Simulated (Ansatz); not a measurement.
# AlCCl+ (quartet): the correlation ladder, cc-pVDZ

Aim: climb from Hartree-Fock through coupled cluster and multireference methods for AlCCl+ (quartet) at one geometry and basis, and see what each rung misses.

The runs use Ansatz 0.2.0, Gaussian basis; cc-pVDZ, core rule «outside noble gas», up to 11 orbitals frozen.

Plan: UHF; CCSD(T) on ROHF; CCSD(T) on UHF; BCCD(T) on ROHF; CISD; CCSDT(Q) on ROHF; CCSDT(Q) on UHF; CASSCF and MRCISD+Q, 11 electrons in 11 orbitals; CASSCF and NEVPT2, 11 electrons in 11 orbitals.

20 further runs of the same task are left out: 8 that didn't finish, 12 set aside as unsound or not needed.

### Step 1. The system

The geometry is a PBE0/def2-TZVP stationary point (not a proven minimum) of the parent state, kept for this charge and spin.

3 atoms, charge 1, spin multiplicity 4.

Atoms are counted from 1 here; the program's logs count them from 0.

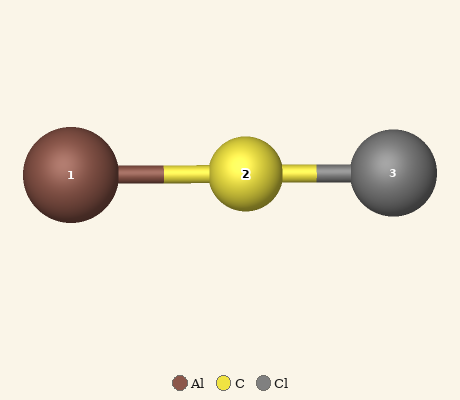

The geometry (aluminium brown, carbon yellow, chlorine grey); atoms are numbered from 1 in the order of the file.

In the tables R marks a restricted open-shell determinant and U an unrestricted one; 'valence' is the active space of 11 electrons in 11 orbitals; energies count from the table's Hartree-Fock row.

### Step 2. UHF

The input, in.yaml:

```yaml
crystal:
  periodic: [false, false, false]
  atoms:
    - {symbol: Al, position_ang: [0.000000, 0.000000, 1.845217]}
    - {symbol: C, position_ang: [0.000000, 0.000000, -0.099904]}
    - {symbol: Cl, position_ang: [0.000000, 0.000000, -1.745313]}
basis:
  gaussian: {orbitals: cc-pVDZ}
total_charge: 1
magnetization: {spin_polarized: true, initial_magnetization: 3}
hamiltonian: {xc: hf}
output: {orbitals: {seedname: orbitals}}
```

Command:

```sh
ansatz run in.yaml --threads 1 --pin off --events-out ev --progress --plain --max-ram 2393MiB
```

The program printed:

```text
Functional definition: HF
  name "HF"
  cite "Fock, Z. Phys. 61, 126 (1930) doi:10.1007/BF01340294"
  parent pbe
  exchange = exact_x
  correlation = 0
511 factors; integrals over basis functions are off by at most 1.5e-3 eV
mean field evaluation 1: about -20103.0174 eV, gradient 1.9e1 eV
mean field evaluation 2: about -20103.0226 eV, gradient 1.9e1 eV
mean field evaluation 4: about -20106.7464 eV, gradient 3.0e0 eV
mean field evaluation 8: about -20106.9646 eV, gradient 3.0e-1 eV
mean field -20106.96728729 eV, -738.9174188161 hartree, gradient 1.3e-5 eV, S^2 3.783883; 0 other end points of the search recorded, 0 dependent functions left out
reference -20106.96728729 eV, -738.9174188161 hartree; 19, 16 occupied and 31, 34 virtual orbitals, 511 factors
Total energy: -20106.96728729 eV, -738.9174188161 hartree
```

Run time: 0.55 s. Hardware: 1 thread of Arm Neoverse V1, shared host.

From the report: ⟨S²⟩ of the determinant 3.784 (pure quartet: 3.75).

### Step 3. CCSD(T) on ROHF

Changes to in.yaml since step 2:

```diff
@@ -9,4 +9,4 @@
 total_charge: 1
-magnetization: {spin_polarized: true, initial_magnetization: 3}
-hamiltonian: {xc: hf}
-output: {orbitals: {seedname: orbitals}}
+magnetization: {spin_polarized: false, initial_magnetization: 3}
+correlation: {method: ccsd_t, electrons: outside_noble_gas}
+output: {forces: true}
```

Same command.

The program printed, cut to the lines that bear on the results:

```text
Functional definition: HF
  name "HF"
  cite "Fock, Z. Phys. 61, 126 (1930) doi:10.1007/BF01340294"
  parent pbe
[...]
511 factors; integrals over basis functions are off by at most 1.5e-3 eV
[...]
mean field -20106.70542221 eV, -738.9077954517 hartree, gradient 1.8e-6 eV, S^2 3.750000; 1 other end points of the search recorded, 0 dependent functions left out
determinant -20106.70542221 eV, -738.9077954517 hartree, with singles and doubles -20114.46752142 eV, -739.1930473365 hartree
determinant -20103.85361589 eV, -738.8029935027 hartree, with singles and doubles -20111.28237582 eV, -739.0759953944 hartree
11 core orbitals not correlated: weight in the atoms' cores, before any rotation towards them, 1.000 or more for the frozen orbitals, at most 0.000 for the correlated occupied ones
reference -20106.70542221 eV, -738.9077954517 hartree; 8, 5 occupied and 31, 34 virtual orbitals, 511 factors
second order -6.89402228 eV of doubles, -0.13696366 eV of singles
cycle   1  -7.76198687 eV  change    1.1e-4 eV  update   1.4e-3
[...]
cycle  10  -7.76273552 eV  change    6.7e-8 eV  update   9.6e-7
perturbative correction -0.29851240 eV, -0.0109701285 hartree
[...]
Total energy: -20114.76667013 eV, -739.2040408487 hartree
Atom 0 at     0.000000     0.000000     1.845217 Å, force     0.000000     0.000000    -1.508121 eV/Å
Atom 1 at     0.000000     0.000000    -0.099904 Å, force    -0.000000    -0.000000     0.852993 eV/Å
Atom 2 at     0.000000     0.000000    -1.745313 Å, force     0.000000     0.000000     0.655128 eV/Å
Dipole moment:     0.000000     0.000000     1.420052 e Å
```

It took 6 s on 1 thread of Arm Neoverse V1, shared host.

From the report: correlation -8.0612 eV; T1 0.038; largest double amplitude 0.05.

### Step 4. CCSD(T) on UHF

Changes to in.yaml since step 3:

```diff
@@ -9,3 +9,3 @@
 total_charge: 1
-magnetization: {spin_polarized: false, initial_magnetization: 3}
+magnetization: {spin_polarized: true, initial_magnetization: 3}
 correlation: {method: ccsd_t, electrons: outside_noble_gas}
```

The command is unchanged.

The program printed, cut to the lines that bear on the results:

```text
Functional definition: HF
  name "HF"
  cite "Fock, Z. Phys. 61, 126 (1930) doi:10.1007/BF01340294"
  parent pbe
[...]
511 factors; integrals over basis functions are off by at most 1.5e-3 eV
[...]
mean field -20106.96728729 eV, -738.9174188161 hartree, gradient 3.8e-6 eV, S^2 3.783883; 1 other end points of the search recorded, 0 dependent functions left out
determinant -20106.96728729 eV, -738.9174188161 hartree, with singles and doubles -20114.47381092 eV, -739.1932784712 hartree
determinant -20104.02867383 eV, -738.8094267633 hartree, with singles and doubles -20111.28746278 eV, -739.0761823370 hartree
11 core orbitals not correlated: weight in the atoms' cores, before any rotation towards them, 1.000 or more for the frozen orbitals, at most 0.000 for the correlated occupied ones
reference -20106.96728729 eV, -738.9174188161 hartree; 8, 5 occupied and 31, 34 virtual orbitals, 511 factors
second order -6.68433376 eV of doubles, -0.00000000 eV of singles
cycle   1  -7.50689846 eV  change   -3.7e-4 eV  update   2.0e-3
[...]
cycle  10  -7.50821258 eV  change    7.8e-7 eV  update   1.1e-6
perturbative correction -0.28529192 eV, -0.0104842846 hartree
[...]
Total energy: -20114.76079179 eV, -739.2038248238 hartree
Atom 0 at     0.000000     0.000000     1.845217 Å, force    -0.000000    -0.000000    -1.533414 eV/Å
Atom 1 at     0.000000     0.000000    -0.099904 Å, force     0.000000    -0.000000     0.868136 eV/Å
Atom 2 at     0.000000     0.000000    -1.745313 Å, force    -0.000000    -0.000000     0.665278 eV/Å
Dipole moment:     0.000000     0.000000     1.422813 e Å
```

It took 6 s on 1 thread of Arm Neoverse V1, shared host.

From the report: ⟨S²⟩ of the determinant 3.784 (pure quartet: 3.75); correlation -7.7935 eV; T1 0.038; largest double amplitude 0.04.

### Step 5. BCCD(T) on ROHF

Changes to in.yaml since step 4:

```diff
@@ -9,4 +9,3 @@
 total_charge: 1
-magnetization: {spin_polarized: true, initial_magnetization: 3}
-correlation: {method: ccsd_t, electrons: outside_noble_gas}
-output: {forces: true}
+magnetization: {spin_polarized: false, initial_magnetization: 3}
+correlation: {method: bccd_t, electrons: outside_noble_gas}
```

Same command.

The program printed, cut to the lines that bear on the results:

```text
Functional definition: HF
  name "HF"
  cite "Fock, Z. Phys. 61, 126 (1930) doi:10.1007/BF01340294"
  parent pbe
[...]
511 factors; integrals over basis functions are off by at most 1.5e-3 eV
[...]
mean field -20106.70542221 eV, -738.9077954517 hartree, gradient 1.8e-6 eV, S^2 3.750000; 1 other end points of the search recorded, 0 dependent functions left out
determinant -20106.70542221 eV, -738.9077954517 hartree, with singles and doubles -20114.46752142 eV, -739.1930473365 hartree
determinant -20103.85361589 eV, -738.8029935027 hartree, with singles and doubles -20111.28237582 eV, -739.0759953944 hartree
11 core orbitals not correlated: weight in the atoms' cores, before any rotation towards them, 1.000 or more for the frozen orbitals, at most 0.000 for the correlated occupied ones
reference -20106.70542221 eV, -738.9077954517 hartree; 8, 5 occupied and 31, 34 virtual orbitals, 511 factors
second order -6.89402228 eV of doubles, -0.13696366 eV of singles
cycle   1  -7.72510322 eV  change    3.7e-2 eV  update   2.0e-2
[...]
cycle   9  -7.72795677 eV  change    5.2e-6 eV  update   1.1e-5
perturbative correction -0.32982985 eV, -0.0121210233 hartree
Total energy: -20114.76320882 eV, -739.2039136481 hartree
```

Wall time 2.9 s (1 thread of Arm Neoverse V1, shared host).

From the report: correlation -8.0578 eV; largest double amplitude 0.05.

### Step 6. CISD

Changes to in.yaml since step 5:

```diff
@@ -10,2 +10,2 @@
 magnetization: {spin_polarized: false, initial_magnetization: 3}
-correlation: {method: bccd_t, electrons: outside_noble_gas}
+correlation: {active_space: {ras: {orbitals: [5, 3, 31], electrons: 13, max_holes: 2, max_particles: 2}, fixed_orbitals: true}}
```

Same command.

The program printed:

```text
Functional definition: HF
  name "HF"
  cite "Fock, Z. Phys. 61, 126 (1930) doi:10.1007/BF01340294"
  parent pbe
  exchange = exact_x
  correlation = 0
511 factors; integrals over basis functions are off by at most 1.5e-3 eV
mean field evaluation 1: about -20103.6287 eV, gradient 2.1e1 eV
mean field evaluation 2: about -20103.6333 eV, gradient 2.1e1 eV
mean field evaluation 4: about -20106.4725 eV, gradient 4.6e0 eV
mean field evaluation 8: about -20106.7041 eV, gradient 2.5e-1 eV
mean field -20106.70542221 eV, -738.9077954517 hartree, gradient 1.8e-6 eV, S^2 3.750000; 0 other end points of the search recorded, 0 dependent functions left out
reference -20106.70542221 eV, -738.9077954517 hartree; 19, 16 occupied and 31, 34 virtual orbitals, 511 factors
state -20113.80321979 eV, -739.1686347018 hartree
Total energy: -20113.80321979 eV, -739.1686347018 hartree
```

Wall time 22 s (1 thread of Arm Neoverse V1, shared host).

From the report: 80,753 determinants.

### Step 7. CCSDT(Q) on ROHF

Changes to in.yaml since step 6:

```diff
@@ -10,2 +10,2 @@
 magnetization: {spin_polarized: false, initial_magnetization: 3}
-correlation: {active_space: {ras: {orbitals: [5, 3, 31], electrons: 13, max_holes: 2, max_particles: 2}, fixed_orbitals: true}}
+correlation: {method: ccsdt_q, electrons: outside_noble_gas}
```

Same command.

The program printed, cut to the lines that bear on the results:

```text
Functional definition: HF
  name "HF"
  cite "Fock, Z. Phys. 61, 126 (1930) doi:10.1007/BF01340294"
  parent pbe
[...]
933 factors; integrals over basis functions are off by at most 1.2e-7 eV
[...]
mean field -20106.70549972 eV, -738.9077983003 hartree, gradient 1.9e-6 eV, S^2 3.750000; 1 other end points of the search recorded, 0 dependent functions left out
determinant -20106.70549972 eV, -738.9077983003 hartree, with singles and doubles -20114.46760618 eV, -739.1930504514 hartree
determinant -20103.85370387 eV, -738.8029967357 hartree, with singles and doubles -20111.28246573 eV, -739.0759986987 hartree
11 core orbitals not correlated: weight in the atoms' cores, before any rotation towards them, 1.000 or more for the frozen orbitals, at most 0.000 for the correlated occupied ones
reference -20106.70549972 eV, -738.9077983003 hartree; 8, 5 occupied and 31, 34 virtual orbitals, 933 factors
second order -6.89403644 eV of doubles, -0.13696294 eV of singles
cycle   1  -7.40414763 eV  change   -3.7e-1 eV  update   1.1e-1
[...]
cycle  19  -8.09813327 eV  change   -6.8e-7 eV  update   6.3e-7
perturbative correction -0.02273720 eV, -0.0008355768 hartree
Total energy: -20114.82637019 eV, -739.2062347856 hartree
```

Run time: 45 s. Hardware: 1 thread of Arm Neoverse V1, shared host; peak memory 0.59 GiB.

From the report: correlation -8.1209 eV; T1 0.041; largest double amplitude 0.07.

### Step 8. CCSDT(Q) on UHF

Changes to in.yaml since step 7:

```diff
@@ -9,3 +9,3 @@
 total_charge: 1
-magnetization: {spin_polarized: false, initial_magnetization: 3}
+magnetization: {spin_polarized: true, initial_magnetization: 3}
 correlation: {method: ccsdt_q, electrons: outside_noble_gas}
```

The command is unchanged.

The program printed, cut to the lines that bear on the results:

```text
Functional definition: HF
  name "HF"
  cite "Fock, Z. Phys. 61, 126 (1930) doi:10.1007/BF01340294"
  parent pbe
[...]
933 factors; integrals over basis functions are off by at most 1.2e-7 eV
[...]
mean field -20106.96736358 eV, -738.9174216197 hartree, gradient 4.0e-6 eV, S^2 3.783883; 1 other end points of the search recorded, 0 dependent functions left out
determinant -20106.96736358 eV, -738.9174216197 hartree, with singles and doubles -20114.47389646 eV, -739.1932816149 hartree
determinant -20104.02876129 eV, -738.8094299772 hartree, with singles and doubles -20111.28755237 eV, -739.0761856292 hartree
11 core orbitals not correlated: weight in the atoms' cores, before any rotation towards them, 1.000 or more for the frozen orbitals, at most 0.000 for the correlated occupied ones
reference -20106.96736358 eV, -738.9174216197 hartree; 8, 5 occupied and 31, 34 virtual orbitals, 933 factors
second order -6.68434855 eV of doubles, -0.00000000 eV of singles
cycle   1  -7.11397477 eV  change   -4.3e-1 eV  update   1.1e-1
[...]
cycle  19  -7.83783080 eV  change   -9.9e-7 eV  update   5.4e-7
perturbative correction -0.02877777 eV, -0.0010575635 hartree
Total energy: -20114.83397215 eV, -739.2065141524 hartree
```

Wall time 38 s (1 thread of Arm Neoverse V1, shared host); peak memory 0.46 GiB.

From the report: ⟨S²⟩ of the determinant 3.784 (pure quartet: 3.75); correlation -7.8666 eV; T1 0.042; largest double amplitude 0.06.

### Step 9. CASSCF and MRCISD+Q, 11 electrons in 11 orbitals

Changes to in.yaml since step 8:

```diff
@@ -9,3 +9,3 @@
 total_charge: 1
-magnetization: {spin_polarized: true, initial_magnetization: 3}
-correlation: {method: ccsdt_q, electrons: outside_noble_gas}
+magnetization: {spin_polarized: false, initial_magnetization: 3}
+correlation: {method: fic_mrcisd_q, electrons: outside_noble_gas, active_space: {window: {electrons: 11, orbitals: 11}, shells: [{species: Al, l: s, shell: 3}, {species: Al, l: p, shell: 3}, {species: C, l: s, shell: 2}, {species: C, l: p, shell: 2}, {species: Cl, l: p, shell: 3}]}}
```

Launched as before.

The program printed, cut to the lines that bear on the results:

```text
Functional definition: HF
  name "HF"
  cite "Fock, Z. Phys. 61, 126 (1930) doi:10.1007/BF01340294"
  parent pbe
[...]
933 factors; integrals over basis functions are off by at most 1.2e-7 eV
[...]
mean field -20106.70549972 eV, -738.9077983003 hartree, gradient 1.9e-6 eV, S^2 3.750000; 0 other end points of the search recorded, 0 dependent functions left out
reference -20106.70549972 eV, -738.9077983003 hartree; 19, 16 occupied and 31, 34 virtual orbitals, 933 factors
state -20109.22823867 eV, -739.0005072466 hartree
contracted CI cycle   1: correlation 0.00000000 eV, 0.0000000000 hartree, residual 1.94e1 eV
contracted CI cycle   2: correlation -4.99930393 eV, -0.1837210307 hartree, residual 3.23e0 eV
contracted CI cycle   3: correlation -5.14448716 eV, -0.1890564159 hartree, residual 6.94e-1 eV
contracted CI cycle   4: correlation -5.15165757 eV, -0.1893199240 hartree, residual 1.80e-1 eV
contracted CI cycle   5: correlation -5.15211429 eV, -0.1893367079 hartree, residual 4.72e-2 eV
contracted CI cycle   6: correlation -5.15214346 eV, -0.1893377801 hartree, residual 1.23e-2 eV
contracted CI cycle   7: correlation -5.15214559 eV, -0.1893378582 hartree, residual 2.95e-3 eV
contracted CI cycle   8: correlation -5.15214571 eV, -0.1893378627 hartree, residual 7.55e-4 eV
state -20109.22823867 eV, -739.0005072466 hartree; corrected -20114.78228970 eV, -739.2046148575 hartree
Total energy: -20114.78228970 eV, -739.2046148575 hartree
Checks for a lower state left out: starts, orbital_swaps
```

Wall time 21 s (1 thread of Arm Neoverse V1, shared host); peak memory 0.94 GiB.

From the report: 27,492 determinants; active occupations 1.98, 1.98, 1.97, 1.96, 1.00, 0.99, 0.99, 0.04, 0.03, 0.03, 0.02.

### Step 10. CASSCF and NEVPT2, 11 electrons in 11 orbitals

The input, in.yaml:

```yaml
crystal:
  periodic: [false, false, false]
  atoms:
    - {symbol: Al, position_ang: [0.000000, 0.000000, 1.845217]}
    - {symbol: C, position_ang: [0.000000, 0.000000, -0.099904]}
    - {symbol: Cl, position_ang: [0.000000, 0.000000, -1.745313]}
basis:
  gaussian: {orbitals: cc-pVDZ}
total_charge: 1
magnetization: {spin_polarized: false, initial_magnetization: 3}
correlation: {method: sc_nevpt2, electrons: outside_noble_gas, active_space: {window: {electrons: 11, orbitals: 11}, shells: [{species: Al, l: s, shell: 3}, {species: Al, l: p, shell: 3}, {species: C, l: s, shell: 2}, {species: C, l: p, shell: 2}, {species: Cl, l: p, shell: 3}]}}
```

The command is unchanged.

The program printed:

```text
Functional definition: HF
  name "HF"
  cite "Fock, Z. Phys. 61, 126 (1930) doi:10.1007/BF01340294"
  parent pbe
  exchange = exact_x
  correlation = 0
933 factors; integrals over basis functions are off by at most 1.2e-7 eV
mean field evaluation 1: about -20103.6286 eV, gradient 2.1e1 eV
mean field evaluation 2: about -20103.6333 eV, gradient 2.1e1 eV
mean field evaluation 4: about -20106.4724 eV, gradient 4.6e0 eV
mean field evaluation 8: about -20106.7041 eV, gradient 2.5e-1 eV
mean field -20106.70549972 eV, -738.9077983003 hartree, gradient 1.9e-6 eV, S^2 3.750000; 0 other end points of the search recorded, 0 dependent functions left out
reference -20106.70549972 eV, -738.9077983003 hartree; 19, 16 occupied and 31, 34 virtual orbitals, 933 factors
state -20109.22823867 eV, -739.0005072466 hartree
state -20109.22823867 eV, -739.0005072466 hartree; corrected -20113.75847532 eV, -739.1669903727 hartree
Total energy: -20113.75847532 eV, -739.1669903727 hartree
Checks for a lower state left out: starts, orbital_swaps
```

It took 13 s on 1 thread of Arm Neoverse V1, shared host.

From the report: 27,492 determinants; active occupations 1.98, 1.98, 1.97, 1.96, 1.00, 0.99, 0.99, 0.04, 0.03, 0.03, 0.02.

### Step 11. Natural occupations

Natural occupations of the CASSCF valence state about the gap (report; correlated orbitals 1 to 10): 1.984, 1.984, 1.968, 1.960, 1.003, 0.992, 0.992, 0.038, 0.028, 0.028. The count of effectively unpaired electrons, Σ n²(2 − n)², is 3.03; a single determinant of this spin has 3.

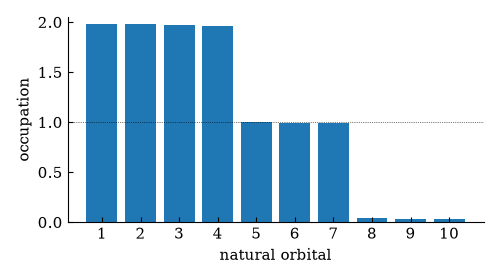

Natural occupations of the CASSCF valence state.

### Step 12. The ladder

The yardstick is UCCSDT(Q), where the cluster series has nearly closed. Rows without a time come out of other runs: HF, MP2 and CCSD of CCSD(T), CCSDT of CCSDT(Q), CASSCF and MRCISD of the multireference runs. The times of RCCSD(T), UCCSD(T) include forces.

Differences are taken before rounding.

| method | energy from the lowest RHF (meV) | from UCCSDT(Q) (meV) | time |
| --- | --- | --- | --- |
| RHF | 0.0 | +8128.5 |  |
| UHF | -261.9 | +7866.7 |  |
| RMP2 | -7031.0 | +1097.6 |  |
| UMP2 | -6946.2 | +1182.4 |  |
| CISD | -7097.8 | +1030.8 | 22 s |
| RCCSD | -7762.7 | +365.8 |  |
| UCCSD | -7770.1 | +358.5 |  |
| RCCSD(T) | -8061.2 | +67.3 | 6 s |
| UCCSD(T) | -8055.4 | +73.2 | 6 s |
| BCCD(T) | -8057.8 | +70.8 | 2.9 s |
| RCCSDT | -8098.2 | +30.3 |  |
| UCCSDT | -8099.8 | +28.8 |  |
| RCCSDT(Q) | -8120.9 | +7.6 | 45 s |
| UCCSDT(Q) | -8128.5 | 0 | 38 s |
| CASSCF valence | -2522.8 | +5605.7 |  |
| NEVPT2 valence | -7053.1 | +1075.5 | 13 s |
| MRCISD valence | -7675.0 | +453.6 |  |
| MRCISD+Q valence | -8076.9 | +51.7 | 21 s |

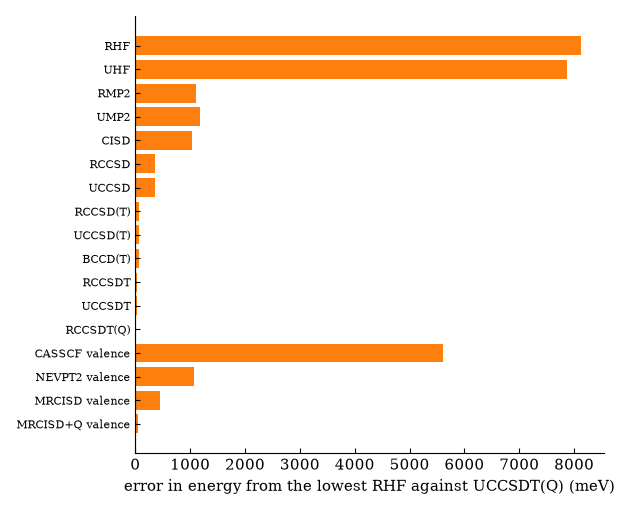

Deviations from UCCSDT(Q), method by method.

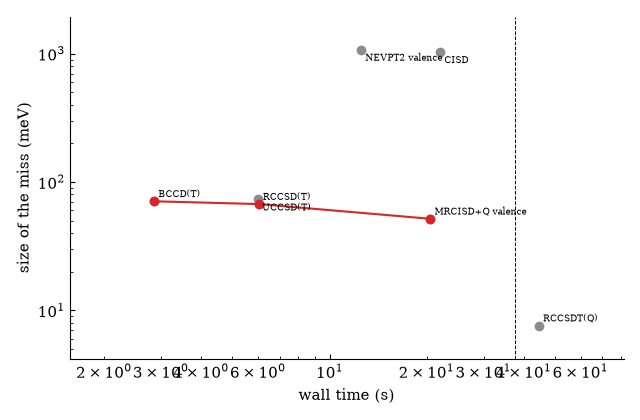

Miss against cost. Red marks the levels that no quicker level drawn beats (of those quicker than the yardstick), and the dashed line is the time of UCCSDT(Q). Times are from a shared host.

### Step 13. What came out

```
                         quantity                      value
   UCCSDT(Q) below the RHF energy                 -8.1285 eV
              RMP2 from UCCSDT(Q)                +1097.6 meV
              UMP2 from UCCSDT(Q)                +1182.4 meV
             RCCSD from UCCSDT(Q)                 +365.8 meV
          RCCSD(T) from UCCSDT(Q)                  +67.3 meV
          UCCSD(T) from UCCSDT(Q)                  +73.2 meV
         RCCSDT(Q) from UCCSDT(Q)                   +7.6 meV
    NEVPT2 valence from UCCSDT(Q)                +1075.5 meV
  MRCISD+Q valence from UCCSDT(Q)                  +51.7 meV
levels within 1 kcal/mol (43 meV)  RCCSDT, UCCSDT, RCCSDT(Q)
                    T1 diagnostic                      0.038
   effectively unpaired electrons                       3.03
```

RCCSD(T) misses by +67.3 meV, 0.8 % of the correlation energy. One determinant dominates. Of the multireference levels listed MRCISD+Q valence comes nearest in total energy (+51.7 meV), which doesn't show that its space is the better one. These misses are within one basis, not against nature; the frozen cores of restricted and unrestricted runs differ, which can shift their rows.

For cost: MRCISD+Q valence gets within 51.7 meV in 21 s, where UCCSDT(Q) took 38 s; the quickest level in the cost chart, BCCD(T), takes 2.9 s and misses by 70.8 meV.
